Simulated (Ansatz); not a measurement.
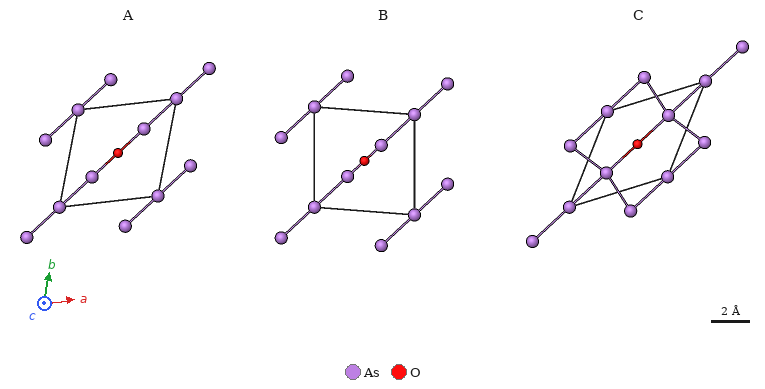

3 geometries from one relaxation of solid As$_{3}$O$_{2}$ (a generated structure, set up in Cmmm) (coarse preliminary run), in shuffled order. Style: ball-and-stick. Shown: the cell of the calculation, along the c axis.

All numbers below come from DFT PBE, scalar-relativistic, plane waves, PAW in Ansatz. (plane-wave cutoff 420 eV; k-point mesh 4 × 4 × 6; occupations gaussian; smearing width 0.1 eV; no spin polarisation; cell and atoms relaxed; force threshold 0.04 eV/Å; at most 70 steps)

Question: Put them in the order of the run, from the start to the converged end.

Answer: B, A, C. They are steps 0, 6, 22, at +5092 meV per atom, +224 meV per atom relative to the last. The largest moves relative to the cell, 0.59 Å, are those of As atoms. O stays in place. The volume changes by −16.3 %, with a = b 5.340 → 5.473 Å (+2.5 %), c 3.692 → 3.767 Å (+2.0 %), γ 94.4° → 51.2°. Near-neighbour distances that change, for instance: As–As 2.443 → 4.508 Å, As–As 4.093 → 2.401 Å, As–O 3.918 → 2.363 Å, As–O 1.221 → 2.254 Å. New bonds form: As–As (4.09 → 2.40 Å). The space group stays Cmmm (No. 65). Over 18 accepted moves (22 points after the start) the energy falls by 5092 meV per atom. The largest force component goes from 70 to 0.018 eV/Å. Pressure: 100.21 GPa at the start and 0.03 GPa at the end. The line search rejected the trial step at point 17 of the run. At 3 points the geometry stayed and the basis and grid were re-selected for the new cell (energy shift of 48.7 meV per atom at most each time). The run took 5 min on 1 thread of Arm Neoverse N1, with other jobs on the host, peak memory 0.39 GiB.
